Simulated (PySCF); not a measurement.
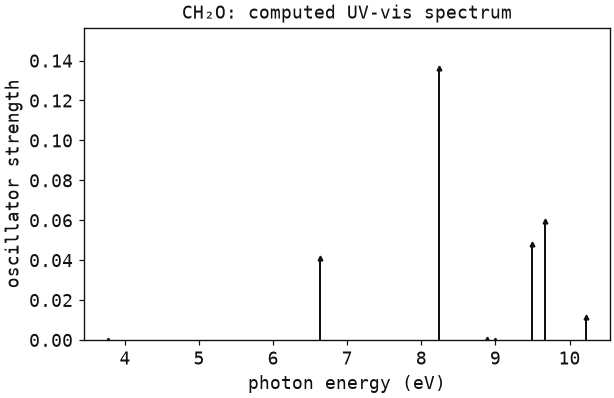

Computed absorption of CH₂O, SMILES C=O. Vertical TDDFT excitations, LDA/def2-SVPD, PySCF 2.14.0, at a PBE0-D3(BJ)/def2-SVP geometry (no frequency check), gas phase. The lowest 10 singlet states are shown. States within 0.01 eV of each other are merged, with their strengths summed. The highest state may be half of a pair whose partner wasn't computed.

Question: Which of the computed transitions is the brightest, and what character does the calculation give it?

Answer: S3/S4 at 8.23 eV (151 nm), f = 0.136, mainly HOMO → LUMO+3/LUMO+2.

Question: Does any vertical transition fall in the visible?

Answer: No singlet lies below 3.1 eV (beyond 400 nm), so at this level no vertical transition falls in the visible.

Question: List the transitions behind the spectrum.

Answer:
```
state  E (eV)  λ (nm)      f         main character
   S1    3.77     329  0.000    HOMO → LUMO (100 %)
   S2    6.63     187  0.041  HOMO → LUMO+1 (100 %)
S3/S4    8.23     151  0.136   HOMO → LUMO+3/LUMO+2
   S5    8.88     140  0.001   HOMO−2 → LUMO (99 %)
   S6    8.99     138  0.000  HOMO → LUMO+4 (100 %)
   S7    9.50     131  0.048   HOMO → LUMO+5 (94 %)
S8/S9    9.67     128  0.060   HOMO−1/HOMO−3 → LUMO
  S10   10.22     121  0.011   HOMO → LUMO+6 (95 %)
```

Note: states above the negative HOMO energy depend on the basis; core orbitals are frozen in the response.
